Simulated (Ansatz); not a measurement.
Start from CdS in the wurtzite structure (space group P6_3mc, No. 186; a = 4.196 Å, c = 6.830 Å).

Now apply this change: a negative pressure, −1 GPa.

Method: Ansatz (a first-principles code) PBE, without spin-orbit coupling.

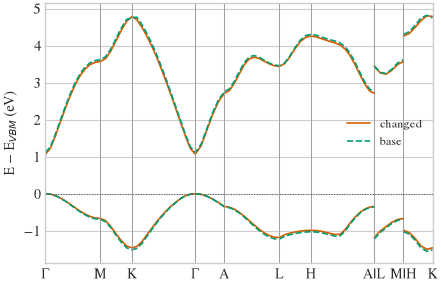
Fig. 1. Highest valence and lowest conduction band along the path, each from its own valence-band maximum

The gap is 1.07 eV, direct at Γ; the base has 1.11 eV.

Load acts through the strain it causes; cell and atoms are relaxed under it. Whether these cells are dynamically stable was not tested.
